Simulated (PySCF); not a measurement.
# B3H7N2: what the fields show

Input

```
{"job": {"kind": "uv", "xc": "CAM-B3LYP", "basis": "def2-SVPD", "nstates": 8, "ntriplets": 3}, "charge": 0, "multiplicity": 1}
B     -1.009522    -1.096621     0.490539
N     -0.484723     0.111004    -0.037089
B     -1.335336     1.205093    -0.351341
B      0.957041     0.256167    -0.290920
N      1.877186    -0.324014     0.562141
H     -0.301999    -2.014354     0.682061
H     -2.155634    -1.190664     0.710834
H     -0.886757     2.165312    -0.852116
H     -2.475595     1.147095    -0.093388
H      1.338181     0.884243    -1.202720
H      1.605344    -0.878530     1.357147
H      2.873012    -0.265416     0.440120
```

Run with:

```sh
OMP_NUM_THREADS=1 python probes_run.py task.json out
```

Geometry: GFN2-xTB.

The calculation used PySCF 2.14.0, CAM-B3LYP/def2-SVPD, SCF density, gas phase.

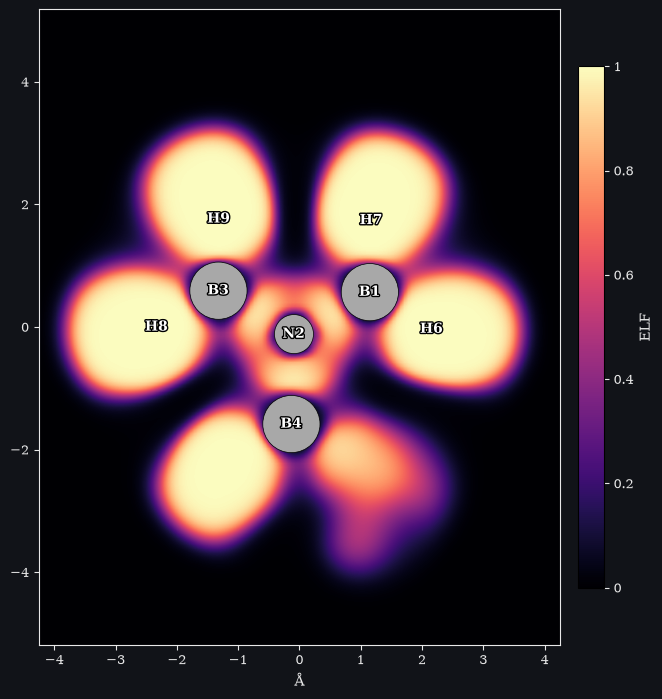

Figure 1. ELF on the plane of atoms N2, B3 and H9. Grey discs cover the atomic cores.

**Read the bonding off the picture.**

The plane passes through B, N and H nuclei.
B–N (1.47 Å): the ELF peaks at about 0.95 between the atoms; a polar covalent bond.
B–H (1.17 Å): the ELF climbs to about 1 towards the hydrogen, as it does in any bond to H: an ordinary covalent bond to hydrogen.

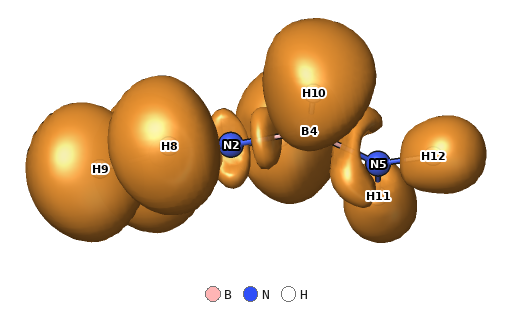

Figure 2. Isosurface of the electron localisation function at 0.85 (orange), seen from one side. Only the valence region is drawn (cores and ρ < 0.01 e/Å³ removed).

**What do the ELF domains correspond to?**

At this value the surface marks out four regions between bonded B–N atoms (shared pairs) and seven regions around hydrogen nuclei.


B–N (1.38 Å): the ELF peaks at about 0.95 between the atoms (a polar covalent bond). N–H (1.00 Å): the ELF climbs to about 1 towards the hydrogen: an ordinary covalent bond to hydrogen.

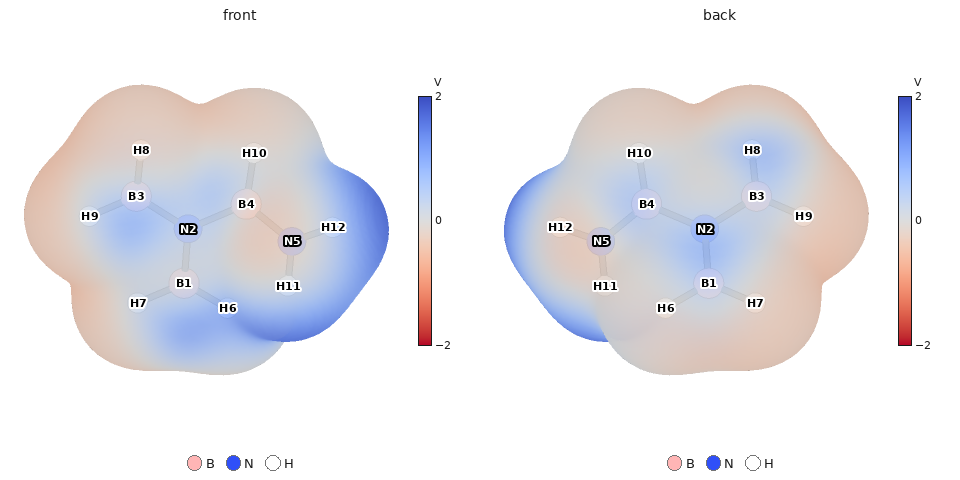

Figure 3. The molecular electrostatic potential painted on the density surface at 0.001 e/bohr³, seen from the front and from behind; the colour scale runs from red (negative) to blue (positive).

**Which sites attract a positive test charge, and which a negative one?**

A positive charge is drawn to the negative regions and a negative charge to the positive ones. The most negative region (about −0.4 V, or −9 kcal/mol for a unit charge) lies over H7, H8 and H9, the most positive (about +1.6 V, or +37 kcal/mol for a unit charge) over H12.

**What dipole moment does the calculation give?**

Its dipole moment is 2.24 D.
